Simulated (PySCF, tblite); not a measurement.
**C₅H₈BNO₃: infrared bands, NMR shifts and electronic excitations in gas and solvents**

Aim: compute the infrared bands, NMR shifts and electronic excitations of C₅H₈BNO₃ (`CN(C)C(=O)C#CB(O)O`), and see what a dielectric continuum does where one was used.

The runs use tblite 0.8.0 and PySCF 2.14.0, with density-fitted response routines of our own; the level of theory stands in each step. All values are computed, except where a source is named. Atoms are numbered from 0 throughout.

**1. The starting structure**

18 atoms, charge 0, multiplicity 1; geometry from: force field or distance geometry start.

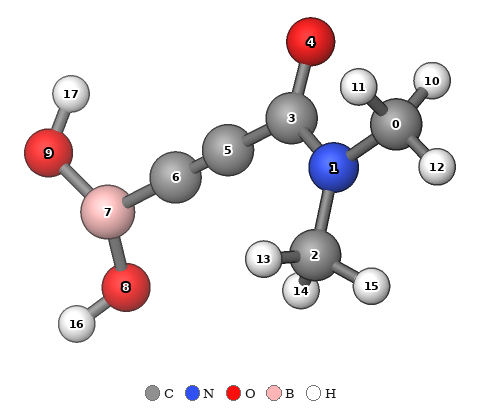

As it starts; carbon grey, nitrogen blue, oxygen red, boron pink, hydrogen white, atoms numbered.

**2. Optimising the geometry with GFN2-xTB**

Job settings and geometry (Å):

```
{"job": {"kind": "relax", "xc": "GFN2-xTB", "basis": "xTB"}, "charge": 0, "multiplicity": 1}
C     -3.065700    -0.642900     0.076000
N     -1.732700    -0.094200    -0.066500
C     -1.500500     1.140900    -0.770200
C     -0.679400    -0.841300     0.535500
O     -0.964100    -1.905300     1.145400
C      0.695700    -0.451100     0.498400
C      1.844800    -0.126900     0.451900
B      3.351600     0.270400     0.388400
O      3.946000     0.579100    -0.903500
O      4.282800    -0.277000     1.394800
H     -3.024500    -1.744600    -0.035700
H     -3.366400    -0.388700     1.135600
H     -3.809700    -0.177000    -0.587500
H     -1.565000     1.966700    -0.029200
H     -0.573600     1.174600    -1.349500
H     -2.351100     1.312800    -1.496700
H      4.634200     1.288700    -0.868100
H      3.868900    -1.078000     1.844700
```

Command:

```sh
$ OMP_NUM_THREADS=1 python probes_run.py task.json out
```

The driver reads the jobs from task.json and runs them one after another.

Output:

```text
step      E/eV     max force
  0    -846.81956    3.300
  1    -847.33322    4.153
  2    -847.56379    3.620
  3    -847.75587    1.410
  4    -847.85383    1.013
  5    -847.94980    0.794
  6    -848.03327    0.905
  7    -848.08445    0.870
  8    -848.15787    0.598
  9    -848.18796    0.440
 10    -848.20115    0.378
 11    -848.21063    0.244
 12    -848.21604    0.190
 13    -848.22131    0.180
 14    -848.22480    0.168
 15    -848.22925    0.177
 16    -848.23268    0.127
 17    -848.23571    0.122
 18    -848.23827    0.115
 19    -848.24070    0.109
 20    -848.24294    0.126
 21    -848.24512    0.109
 22    -848.24712    0.117
 23    -848.24886    0.130
 24    -848.25044    0.111
 25    -848.25207    0.109
 26    -848.25397    0.111
 27    -848.25604    0.111
 28    -848.25796    0.103
 29    -848.25966    0.090
 30    -848.26134    0.100
 31    -848.26314    0.087
 32    -848.26505    0.088
 33    -848.26700    0.086
 34    -848.26894    0.116
 35    -848.27091    0.111
 36    -848.27278    0.097
 37    -848.27433    0.092
 38    -848.27578    0.095
 39    -848.27739    0.108
 40    -848.27907    0.124
 41    -848.28065    0.128
 42    -848.28231    0.102
 43    -848.28411    0.130
 44    -848.28622    0.124
 45    -848.28798    0.099
 46    -848.28946    0.114
 47    -848.29107    0.146
 48    -848.29427    0.165
 49    -848.29752    0.156
 50    -848.30080    0.141
 51    -848.30347    0.141
 52    -848.30631    0.154
 53    -848.30854    0.155
 54    -848.31105    0.104
 55    -848.31268    0.087
 56    -848.31409    0.093
 57    -848.31533    0.090
 58    -848.31623    0.070
 59    -848.31695    0.071
 60    -848.31767    0.073
 61    -848.31835    0.072
 62    -848.31895    0.052
 63    -848.31934    0.038
 64    -848.31963    0.041
 65    -848.32011    0.060
 66    -848.32056    0.061
 67    -848.32089    0.041
 68    -848.32110    0.029
 69    -848.32130    0.039
 70    -848.32159    0.055
 71    -848.32194    0.057
 72    -848.32228    0.047
 73    -848.32256    0.039
 74    -848.32278    0.037
 75    -848.32298    0.039
 76    -848.32313    0.029
 77    -848.32324    0.031
 78    -848.32334    0.027
 79    -848.32345    0.031
 80    -848.32356    0.026
 81    -848.32366    0.023
 82    -848.32377    0.024
 83    -848.32386    0.025
 84    -848.32394    0.022
 85    -848.32400    0.016
 86    -848.32406    0.022
 87    -848.32414    0.027
 88    -848.32424    0.026
 89    -848.32437    0.023
 90    -848.32451    0.037
 91    -848.32464    0.031
 92    -848.32480    0.042
 93    -848.32498    0.033
 94    -848.32522    0.021
 95    -848.32529    0.020
 96    -848.32537    0.020
 97    -848.32545    0.021
 98    -848.32558    0.020
 99    -848.32569    0.023
100    -848.32578    0.027
101    -848.32586    0.027
102    -848.32596    0.023
103    -848.32608    0.028
104    -848.32619    0.020
105    -848.32626    0.019
106    -848.32631    0.017
107    -848.32636    0.035
108    -848.32640    0.023
109    -848.32642    0.008
```

It took 0.6 s on 1 thread of Arm Neoverse V2, shared host.

Along the way: (not every step is listed)

```tsv
step	energy from step 0 (eV)	largest force (eV/Å)
0	0.0000	3.3004
1	-0.5137	4.1528
2	-0.7442	3.6197
3	-0.9363	1.4099
4	-1.0343	1.0129
5	-1.1302	0.7942
6	-1.2137	0.9050
7	-1.2649	0.8696
8	-1.3383	0.5978
17	-1.4162	0.1223
26	-1.4344	0.1107
35	-1.4513	0.1114
44	-1.4667	0.1243
53	-1.4890	0.1550
62	-1.4994	0.0521
71	-1.5024	0.0571
80	-1.5040	0.0256
89	-1.5048	0.0228
98	-1.5060	0.0202
104	-1.5066	0.0198
105	-1.5067	0.0191
106	-1.5068	0.0171
107	-1.5068	0.0351
108	-1.5068	0.0226
109	-1.5069	0.0076
```

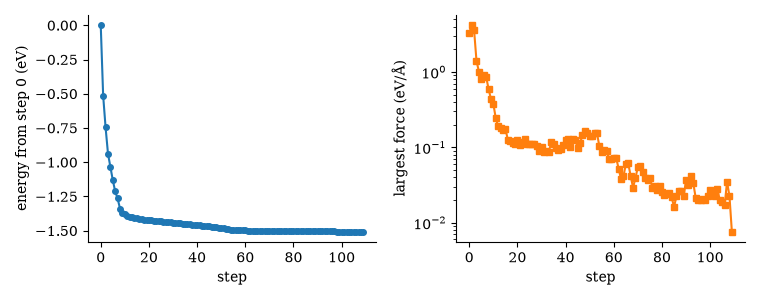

Energy and force, step by step.

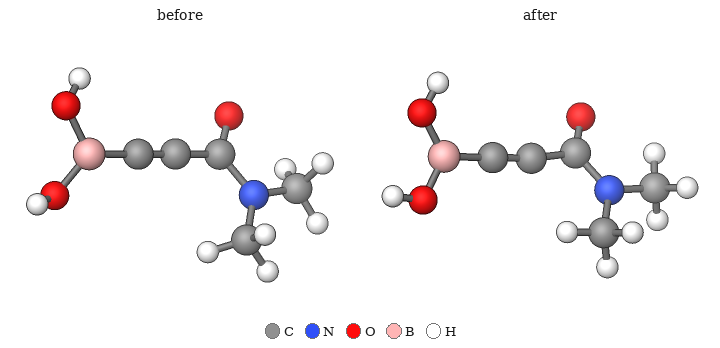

Before and after, at one scale.

Distances of close pairs at the start and the end, largest changes first:

```tsv
bond	before (Å)	after (Å)	change (Å)
B7–O9	1.476	1.359	-0.117
B7–O8	1.455	1.347	-0.108
N1–C3	1.425	1.354	-0.071
O9–H17	1.008	0.955	-0.052
C3–O4	1.259	1.219	-0.040
C2–H15	1.132	1.093	-0.038
C0–H11	1.130	1.093	-0.038
O8–H16	0.989	0.958	-0.031
```

The end geometry stands in the next job.

**3. Infrared spectrum with GFN2-xTB**

Job settings and geometry (Å):

```
{"job": {"kind": "ir", "xc": "GFN2-xTB", "basis": "xTB"}, "charge": 0, "multiplicity": 1}
C     -3.064558    -0.563035     0.122176
N     -1.684696    -0.164617     0.003578
C     -1.442509     1.125569    -0.584661
C     -0.712219    -0.990274     0.456369
O     -0.931947    -2.078531     0.960220
C      0.640035    -0.497781     0.308555
C      1.814522    -0.221250     0.253230
B      3.307228     0.145391     0.203963
O      3.739809     0.957888    -0.779571
O      4.193692    -0.318988     1.123395
H     -3.094844    -1.541133     0.599305
H     -3.619054     0.156898     0.729304
H     -3.528880    -0.624379    -0.865145
H     -1.868360     1.914974     0.042421
H     -0.372353     1.291961    -0.689092
H     -1.910835     1.178823    -1.571093
H      4.680602     1.134055    -0.746777
H      3.845606    -0.899253     1.797526
```

Output:

```text
mode    cm-1     km/mol
  1      10.5      6.64
  2      49.7      5.28
  3      60.2      0.67
  4     117.2      0.34
  5     120.0      0.34
  6     148.2      0.09
  7     158.4      0.22
  8     220.7      1.30
  9     270.1      6.61
 10     282.4      5.64
 11     311.8     11.43
 12     379.5      7.01
 13     450.4      6.83
 14     478.1     18.97
 15     541.3     16.20
 16     558.2     11.80
 17     565.1     61.87
 18     629.9    289.80
 19     657.5     74.65
 20     671.9     14.32
 21     829.6     14.14
 22     948.3    178.39
 23     952.4    139.02
 24    1009.5     50.58
 25    1046.9      2.58
 26    1093.8      0.13
 27    1127.7      1.79
 28    1140.2     62.99
 29    1248.8    655.02
 30    1272.3     32.70
 31    1296.3    436.57
 32    1393.2     69.99
 33    1394.9     21.92
 34    1418.0     47.76
 35    1458.7      0.42
 36    1466.8     21.01
 37    1477.9      5.73
 38    1496.2     23.08
 39    1691.5    559.48
 40    2299.4      7.23
 41    2943.2     34.93
 42    2956.7     33.06
 43    2970.2     21.01
 44    2977.5     75.54
 45    3035.4      2.60
 46    3042.0      9.43
 47    3620.6     26.53
 48    3660.7     19.23
```

Wall time 0.5 s (1 thread of Arm Neoverse V2, shared host).

Which atoms move in the most intense modes:

```tsv
cm⁻¹	km/mol	atoms
630	289.8	H16 68 %, B7 13 %, O8 11 %
658	74.7	C3 73 %, C5 13 %
948	178.4	H17 60 %, H16 23 %, O9 13 %
952	139.0	H16 40 %, O8 26 %, H17 17 %, O9 10 %
1249	655.0	B7 64 %, O9 16 %
1296	436.6	B7 68 %, O8 18 %
1692	559.5	C3 63 %, O4 33 %
2978	75.5	H12 44 %, H11 41 %
```

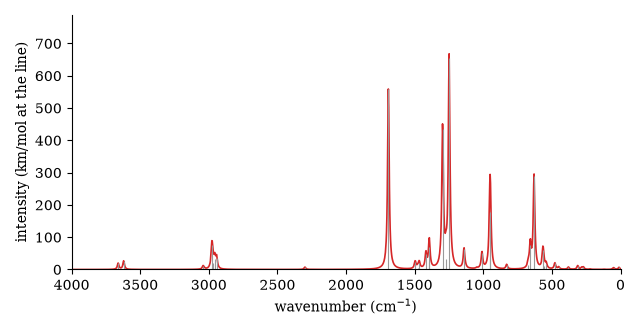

The infrared spectrum from these modes, unscaled. Lines are broadened to a width of 14 cm⁻¹ (Lorentzian).

**4. Geometry optimisation at PBE0-D3(BJ)/def2-SVP**

Job settings and geometry (Å):

```
{"job": {"xc": "PBE0", "basis": "def2-SVP", "d3": "d3bj", "grid": 1, "shake": 0.01, "kind": "geom"}, "charge": 0, "multiplicity": 1}
C     -3.044150    -0.588590     0.126360
N     -1.690370    -0.169140     0.001420
C     -1.462710     1.123250    -0.593310
C     -0.678990    -0.988020     0.452840
O     -0.934760    -2.085210     0.949670
C      0.636130    -0.492960     0.306170
C      1.824100    -0.223250     0.253470
B      3.322690     0.150840     0.198910
O      3.737980     0.963290    -0.760220
O      4.191000    -0.321420     1.133420
H     -3.103710    -1.544050     0.608130
H     -3.613250     0.157810     0.736010
H     -3.557160    -0.614170    -0.874740
H     -1.885050     1.917740     0.049430
H     -0.376800     1.281200    -0.688830
H     -1.911360     1.192880    -1.563620
H      4.682540     1.145170    -0.748830
H      3.836350    -0.893410     1.803350
```

Output:

```text
step   0  E = -499.76310339  max force = 0.052699
step   1  E = -499.76820617  max force = 0.014470
step   2  E = -499.76810828  max force = 0.010506
step   3  E = -499.76887438  max force = 0.002072
step   4  E = -499.76894941  max force = 0.000908
step   5  E = -499.76899461  max force = 0.000830
step   6  E = -499.76902535  max force = 0.001151
step   7  E = -499.76905292  max force = 0.000933
step   8  E = -499.76906094  max force = 0.000772
step   9  E = -499.76906419  max force = 0.000761
step  10  E = -499.76907144  max force = 0.000486
step  11  E = -499.76907847  max force = 0.000228
optimisation converged
```

It took 2.6 min on 1 thread of Arm Neoverse V2, shared host; peak memory 0.73 GiB.

Step by step: (the energy doesn't fall at every step)

```tsv
step	energy from step 0 (eV)	largest force component (eV/Å)
0	0.0000	2.7099
1	-0.1389	0.7441
2	-0.1362	0.5402
3	-0.1570	0.1065
4	-0.1591	0.0467
5	-0.1603	0.0427
6	-0.1611	0.0592
7	-0.1619	0.0480
8	-0.1621	0.0397
9	-0.1622	0.0391
10	-0.1624	0.0250
11	-0.1626	0.0117
```

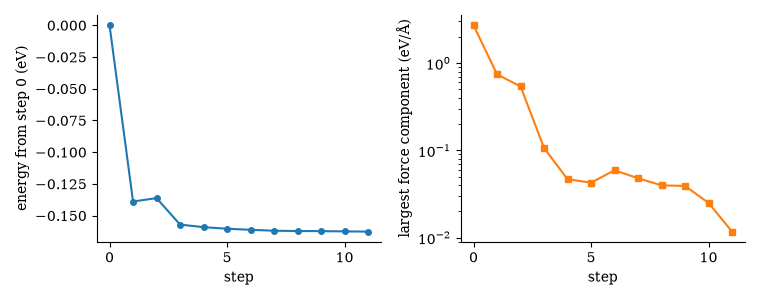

Energy and force, step by step.

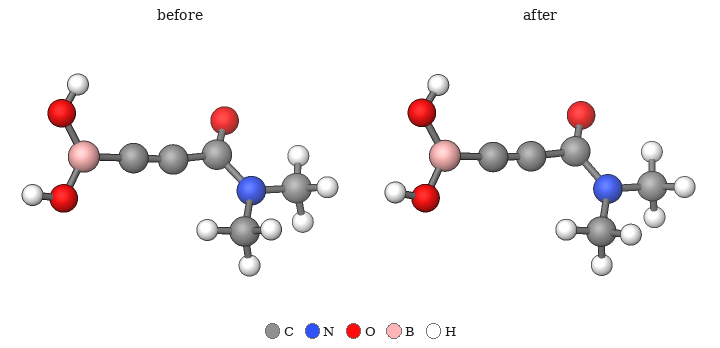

Before and after, at one scale.

Distances of close pairs at the start and the end, largest changes first:

```tsv
bond	before (Å)	after (Å)	change (Å)
C3–C5	1.413	1.462	+0.049
C2–H15	1.071	1.104	+0.032
B7–O8	1.324	1.353	+0.029
C0–H10	1.072	1.096	+0.025
C0–H12	1.125	1.103	-0.022
C0–N1	1.423	1.440	+0.018
C0–H11	1.119	1.103	-0.016
C3–O4	1.231	1.218	-0.014
```

The next job starts from the end point, and lists it.

```tsv
at the end point	value
point group (found at 0.08 Å tolerance)	C1
rotational constants (GHz, main isotopes)	3.009, 0.545, 0.469
dipole moment (D)	2.43
```

**5. NMR shieldings: PBE0/pcSseg-1**

Job settings and geometry (Å):

```
{"job": {"kind": "nmr", "xc": "PBE0", "basis": "pcSseg-1"}, "charge": 0, "multiplicity": 1}
C     -3.032720    -0.751882     0.043988
N     -1.682833    -0.256244    -0.040522
C     -1.488792     1.002795    -0.710131
C     -0.679045    -1.000655     0.507564
O     -0.851494    -2.066503     1.070386
C      0.667873    -0.444212     0.388061
C      1.826117    -0.069628     0.336538
B      3.305735     0.373736     0.320865
O      3.721595     1.258431    -0.614153
O      4.194315    -0.105994     1.232089
H     -3.018631    -1.711342     0.574301
H     -3.676487    -0.042036     0.591071
H     -3.458232    -0.897318    -0.963411
H     -2.040242     1.809159    -0.196514
H     -0.423540     1.263857    -0.725759
H     -1.850797     0.951359    -1.751338
H      4.663504     1.444499    -0.523168
H      3.802350    -0.740814     1.839706
```

Method: GIAO PBE0/pcSseg-1 NMR shielding, non-relativistic, gas phase.

Output:

```text
coarse grid: 15800 points
cycle   1  E = -499.7185151287  dE =  1.657e+00  |g| = 1.188e+00  |ddm| = 4.143e+00
cycle   2  E = -498.9150186756  dE =  8.035e-01  |g| = 2.336e+00  |ddm| = 3.888e+00
cycle   3  E = -499.9473939963  dE = -1.032e+00  |g| = 4.341e-01  |ddm| = 3.244e+00
cycle   4  E = -499.9833864751  dE = -3.599e-02  |g| = 1.199e-01  |ddm| = 4.568e-01
cycle   5  E = -499.9855572775  dE = -2.171e-03  |g| = 4.143e-02  |ddm| = 1.130e-01
cycle   6  E = -499.9859471995  dE = -3.899e-04  |g| = 1.417e-02  |ddm| = 4.705e-02
cycle   7  E = -499.9859832475  dE = -3.605e-05  |g| = 5.986e-03  |ddm| = 1.155e-02
cycle   8  E = -499.9859903867  dE = -7.139e-06  |g| = 2.307e-03  |ddm| = 5.019e-03
final grid: 154840 points
cycle   9  E = -500.0723808853  dE = -2.296e-05  |g| = 1.472e-02  |ddm| = 4.225e-02
cycle  10  E = -500.0722422058  dE =  1.387e-04  |g| = 3.007e-02  |ddm| = 4.077e-02
cycle  11  E = -500.0724223991  dE = -1.802e-04  |g| = 3.240e-03  |ddm| = 2.946e-02
cycle  12  E = -500.0724245141  dE = -2.115e-06  |g| = 4.445e-04  |ddm| = 2.280e-03
cycle  13  E = -500.0724245421  dE = -2.798e-08  |g| = 1.910e-04  |ddm| = 4.281e-04
cycle  14  E = -500.0724245482  dE = -6.037e-09  |g| = 1.032e-04  |ddm| = 1.841e-04
cycle  15  E = -500.0724245506  dE = -2.405e-09  |g| = 2.575e-05  |ddm| = 1.004e-04
cycle  16  E = -500.0724245507  dE = -1.514e-10  |g| = 6.272e-06  |ddm| = 2.579e-05
converged SCF energy = -500.0724245507

GIAO shielding tensors (ppm)
atom      isotropic    diamagn.    paramagn.     s11        s22        s33       span
  0 C      152.838     242.020     -89.183    124.051    151.057    183.405     59.354
  1 N      136.091     334.888    -198.797     13.315    173.390    221.567    208.252
  2 C      146.880     249.065    -102.186    128.096    129.889    182.654     54.558
  3 C       30.299     250.030    -219.730    -59.796     73.029     77.665    137.462
  4 O      -97.464     402.964    -500.428   -403.458   -210.695    321.761    725.220
  5 C       89.243     262.295    -173.052     -6.978      5.489    269.218    276.195
  6 C       91.309     262.735    -171.425     13.032     22.335    238.561    225.528
  7 B       79.895     196.857    -116.962     61.035     82.756     95.893     34.858
  8 O      211.143     385.624    -174.482    100.478    253.889    279.061    178.583
  9 O      194.595     384.793    -190.198     65.498    258.318    259.969    194.472
 10 H       26.618      28.884      -2.266     21.452     27.198     31.204      9.752
 11 H       29.193      27.259       1.934     24.413     27.056     36.109     11.697
 12 H       29.195      27.361       1.834     24.396     27.082     36.107     11.711
 13 H       28.671      30.815      -2.144     24.880     26.202     34.932     10.052
 14 H       26.954      32.010      -5.056     21.479     27.781     31.602     10.123
 15 H       28.664      30.871      -2.208     24.846     26.202     34.944     10.097
 16 H       27.256      26.699       0.557     21.509     23.519     36.742     15.233
 17 H       26.811      32.753      -5.943     20.949     24.842     34.641     13.692
```

Run time: 30 s. Hardware: 1 thread of Arm Neoverse V2, shared host; peak memory 1 GiB.

The references, computed at this level on geometries of the same kind, shield at (ppm): 1H TMS 31.27, 13C TMS 184.4, 15N NH3 265.7, 17O H2O 334.6, 11B BF3·OEt2 100.7. Their shielding less the atom's gives the shift. The references are single molecules in the gas phase, so shifts against H2O, NH3, PH3, H3PO4 or CFCl3 are not on the usual liquid scales and can be off by tens of ppm. Atoms listed in one row are averaged.

```tsv
atoms	environment	σ (ppm)	δ (ppm)	δ scaled to CDCl3
C3	amide carbonyl carbon	30.3	154.1	149.1
C5	alkyne carbon	89.2	95.2	91.9
C6	alkyne carbon	91.3	93.1	89.9
C2	methyl carbon bonded to N	146.9	37.5	35.9
C0	methyl carbon bonded to N	152.8	31.6	30.2
H16, H17	hydrogen on an oxygen bonded to B	27.03	4.23	–
H13, H14, H15	hydrogen on a methyl carbon bonded to N	28.10	3.17	3.22
H10, H11, H12	hydrogen on a methyl carbon bonded to N	28.34	2.93	2.99
N1	amide-type nitrogen	136.1	129.6	–
O4	amide-type carbonyl oxygen	-97.5	432.0	–
O8, O9	oxygen bonded to B, H	202.9	131.7	–
B7	boron bonded to C, 2 O	79.9	20.8	–
```

The scaled column applies a straight-line fit of computed shieldings to shifts measured in CDCl3 (root-mean-square error 0.21 ppm for H, 2.0 ppm for C).

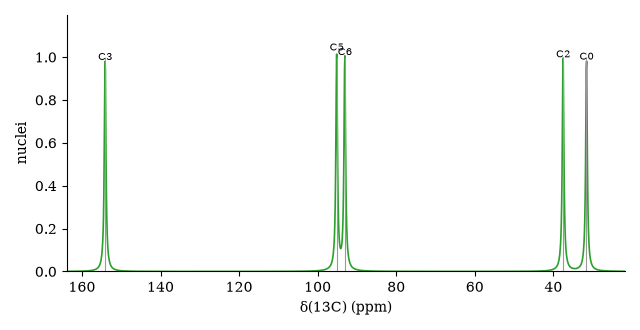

13C lines at the computed shifts, without couplings. Lines are broadened to a width of 0.49 ppm (Lorentzian).

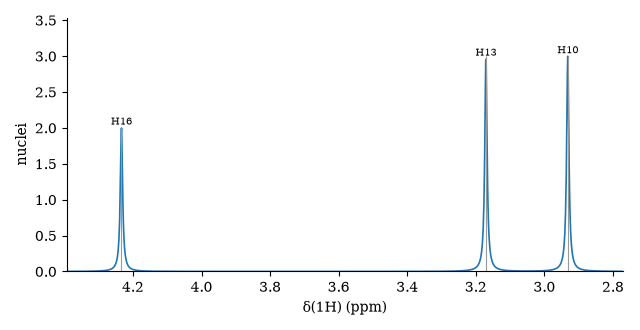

1H lines at the computed shifts, without couplings. Lines are broadened to a width of 0.01 ppm (Lorentzian).

The run also stored atomic charges by several schemes (e):

```tsv
atoms	Mulliken	IAO	Hirshfeld	ESP fit
C0	-0.08	-0.31	-0.06	-0.43
N1	-0.70	-0.16	-0.03	0.00
C2	-0.06	-0.31	-0.06	-0.41
C3	0.43	0.41	0.17	0.64
O4	-0.42	-0.48	-0.28	-0.53
C5	-0.04	-0.06	-0.04	-0.22
C6	-0.16	-0.17	-0.11	-0.26
B7	0.51	0.49	0.26	0.77
O8, O9	-0.40	-0.54	-0.25	-0.69
```

ESP fit charges:

C0 -0.43; N1 0.00; C2 -0.41; C3 0.64; O4 -0.53; C5 -0.22; C6 -0.26; B7 0.77; O8 -0.68; O9 -0.71; H10 0.17; H11 0.15; H12 0.15; H13 0.14; H14 0.18; H15 0.15; H16 0.45; H17 0.45

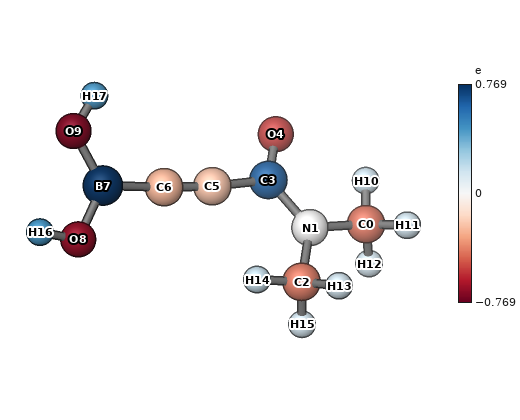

ESP fit charges, as colours on the atoms.

Mayer bond orders: C0–N1 0.94, N1–C2 0.94, N1–C3 1.13, C3–O4 1.86, C3–C5 0.97, C5–C6 2.43, C6–B7 0.94, B7–O8 1.28, B7–O9 1.23.

(Part 1 of 2 ends here.)
